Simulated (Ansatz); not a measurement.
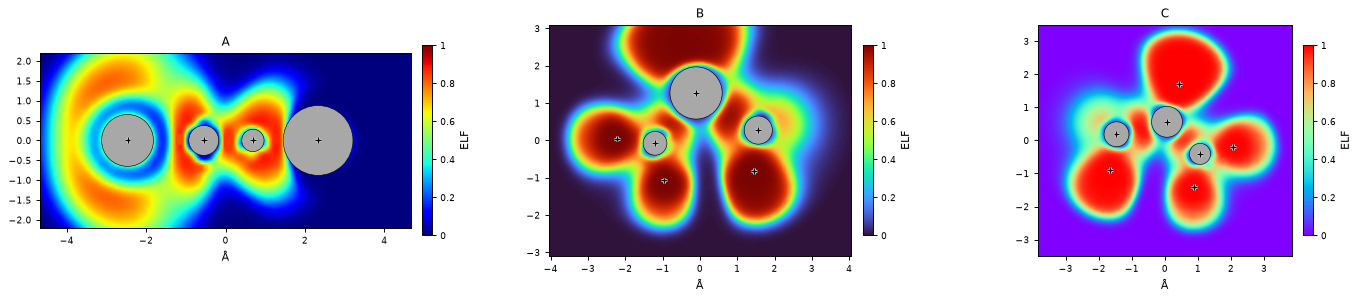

The electron localisation function of 3 systems, each on a plane through atoms (crosses mark nuclei in the plane; grey discs cover the cores).

The calculation used isolated molecule in a Gaussian basis; Kohn-Sham density functional theory, functional PBE0 (Ansatz).

System 1: CH6BN (SMILES CBN), the plane of atoms C1, B2 and N3. Geometry: B3LYP-D3(BJ)/6-311G**.

```
atom    x (Å)    y (Å)   z (Å)
   C  -2.2200  -0.5381  1.9955
   B  -1.8298   0.9697  2.2190
   N  -0.5880   1.4751  1.8381
   H  -2.4798  -1.0126  2.9491
   H  -3.1209  -0.6129  1.3749
   H  -1.4360  -1.1397  1.5234
   H  -2.5972   1.7353  2.7285
   H   0.1254   0.9102  1.4018
   H  -0.3189   2.4368  1.9721
```

System 2: CLiOSb (SMILES [Li][O][C]#[Sb]), a plane that holds the molecular axis. Geometry: B3LYP-D3(BJ)/def2-SVP; core potentials replace the inner electrons of Sb.

```yaml
atoms:
  - { symbol: C, position_ang: [0.0000, 0.0000, -0.5492] }
  - { symbol: Li, position_ang: [0.0000, 0.0000, 2.3303] }
  - { symbol: O, position_ang: [0.0000, 0.0000, 0.6882] }
  - { symbol: Sb, position_ang: [0.0000, 0.0000, -2.4693] }
```

System 3: CH5NSi, the plane of atoms Si3, N2 and H7. Geometry: BLYP-D3(BJ)/def2-SVP.

```xyz
8

C    -0.4552   -1.9750    0.8355
N     1.6515   -0.4924    1.9061
Si    1.1025   -2.1427    1.9822
H    -1.3627   -2.2973    1.3930
H    -0.3630   -2.6815   -0.0193
H    -0.6405   -0.9578    0.4273
H     2.4877   -0.1741    2.4062
H     1.2138    0.2761    1.3818
```

Q: Match each panel to its system.

A: Panel A is system 2, CLiOSb: the plane holds C, Li, O and Sb. C–O (1.24 Å): the ELF peaks at about 0.85 between the atoms: a short, strongly polar bond. Panel B is system 3, CH5NSi: the plane holds C, N, Si and H. Si–N (1.74 Å): the ELF peaks at about 0.90 between the atoms (a shared but strongly polarised pair). Panel C is system 1, CH6BN: the plane holds C, B, N and H. B–N (1.39 Å): the ELF peaks at about 0.95 between the atoms: a polar covalent bond.
